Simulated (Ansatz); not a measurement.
F₃H₃NOTa···HCl

The calculation's input:

```
crystal:
  periodic: [false, false, false]
  atoms:
    - { symbol: Ta, position_ang: [-0.750601, -0.477454, 0.369316] }
    - { symbol: Cl, position_ang: [2.732638, 0.685585, 0.571975] }
    - { symbol: F, position_ang: [-0.515341, 0.004515, 2.188728] }
    - { symbol: F, position_ang: [-0.664368, -0.800131, -1.512044] }
    - { symbol: "N", position_ang: [-0.589563, 1.430484, -0.108893] }
    - { symbol: H, position_ang: [-0.409346, 2.161725, 0.588188] }
    - { symbol: H, position_ang: [-0.369669, 1.756445, -1.055847] }
    - { symbol: F, position_ang: [-2.543805, -1.027451, 0.543923] }
    - { symbol: O, position_ang: [0.674919, -1.856109, 0.563754] }
    - { symbol: H, position_ang: [1.00423, -2.317558, -0.231638] }
    - { symbol: H, position_ang: [2.384906, -0.53475, 1.00144] }
basis:
  gaussian: { orbitals: def2-SVP }
hamiltonian:
  xc: pbe
  dispersion: d4
relax:
  f_tol: 0.03
  max_steps: 50
output:
  orbitals: {}
```

Launched as:

```sh
ansatz run input.yaml --threads 4 --pin off --max-ram 5120MiB --backend cpu --events-out ev --progress --plain --runs-dir out
```

The fields are those of the run's last geometry, not of the input's.

Core potentials replace the inner electrons of Ta.

Theory: RKS PBE-D4/def2-SVP in Ansatz.

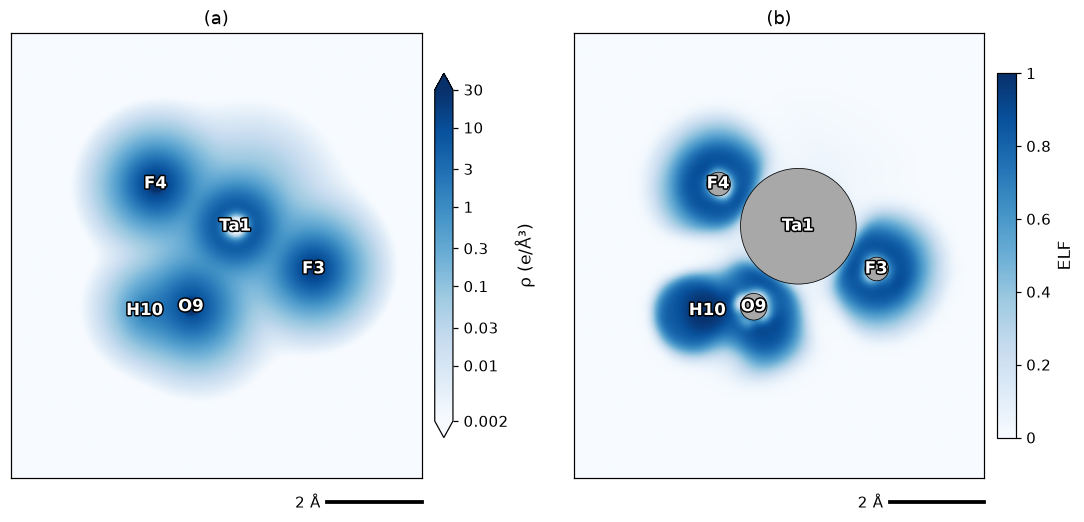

Figure 1. (a) electron density; (b) electron localisation function on the plane of atoms F4, Ta1 and O9. Grey discs cover the atomic cores in the ELF map.

> Interpret the plot.

Atoms in the plane: Ta, F, O and H. Ta–F (1.90 Å): the density is about 0.97 e/Å³ at the midpoint; the ELF peaks at about 0.85 in the valence shell of F, 0.5 Å from its nucleus, and drops to about 0.25 between the two atoms. Ta–O (1.95 Å): ρ at the midpoint is about 0.94 e/Å³; the ELF peaks at about 0.85 in the valence shell of O, 0.6 Å from its nucleus, and drops to about 0.25 between the two atoms. O–H (0.98 Å): ρ at the midpoint is about 3.6 e/Å³; the ELF climbs to about 1 towards the hydrogen, as it does in any bond to H: an ordinary covalent bond to hydrogen.

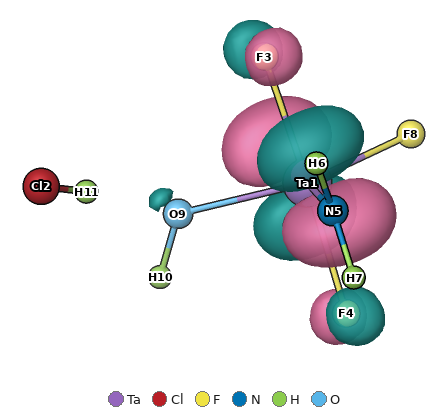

Figure 2. The LUMO at ±0.2 Å⁻³ᐟ² (teal and pink are the two phases), seen from one side.

> Where does this orbital lie, and at what energy?

By Hirshfeld shares it lies mainly on Ta1 (about 70 %), F3 (about 10 %) and F4 (about 10 %). Its energy is −3.34 eV.

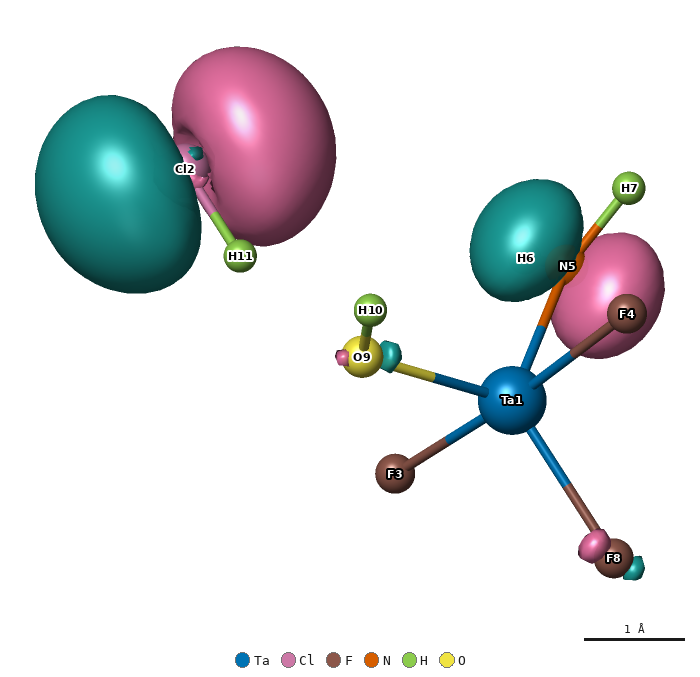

Figure 3. The HOMO at ±0.15 Å⁻³ᐟ² (teal and pink are the two phases), seen at an oblique angle.

> Describe this orbital and give its energy.

It lies mainly on Cl2 (about 75 %) and N5 (about 15 %); largely a lone pair of Cl2. Its energy is −7.02 eV.
